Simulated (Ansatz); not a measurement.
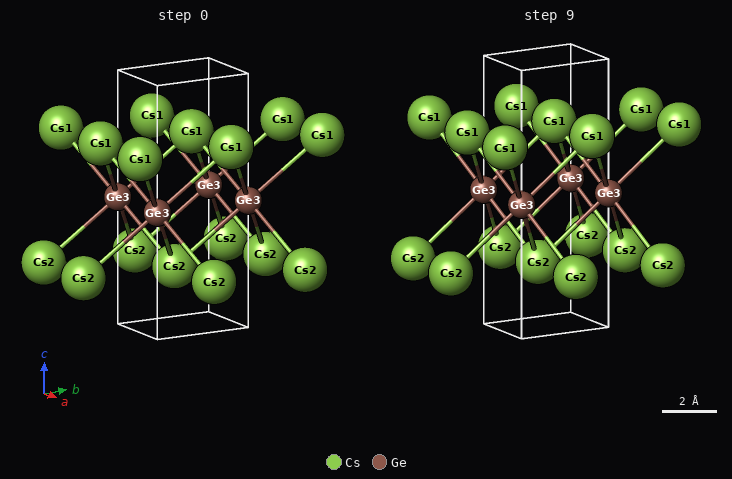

The structure of a crystal of Cs2Ge (a generated structure, set up in P-3m1) before (left) and after (right) a relaxation, at one scale.

A ball-and-stick model of the cell of the calculation, seen slightly off an axis.

Theory: DFT PBE, scalar-relativistic, plane waves, PAW in Ansatz. Settings: plane-wave cutoff 420 eV; k-point mesh 12 × 12 × 6; occupations gaussian; smearing width 0.1 eV; no spin polarisation; cell and atoms relaxed; force threshold 0.01 eV/Å; at most 80 steps.

**Summarise the run.**

The energy falls by 6.1 meV per cell of the calculation in 8 accepted moves (9 points after the start). The largest force component goes from 0.019 to 0.0067 eV/Å. The pressure goes from −0.05 to −0.02 GPa. At 1 point the geometry stayed and the basis and grid were re-selected for the new cell (energy shift of 0.1 meV per cell of the calculation at most each time). The largest moves relative to the cell, 0.013 Å, are those of Cs1 and Cs2. Cs1 goes along −c. Ge stays in place. The volume changes by −3.5 %, with a = b 4.966 → 4.745 Å (−4.4 %), c 9.481 → 10.019 Å (+5.7 %). Near-neighbour distances that change, for instance: Cs1–Ge3 3.704 → 3.686 Å. Bond angles that change, for instance: Cs1–Ge3–Cs1 84.2° → 80.1°, Cs1–Ge3–Cs2 95.8° → 99.9°, Ge3–Cs1–Ge3 84.2° → 80.1°. The space group stays P-3m1 (No. 164). Cost: 3.8 min on 1 thread of Arm Neoverse V2, on a shared host, peak memory 0.66 GiB.
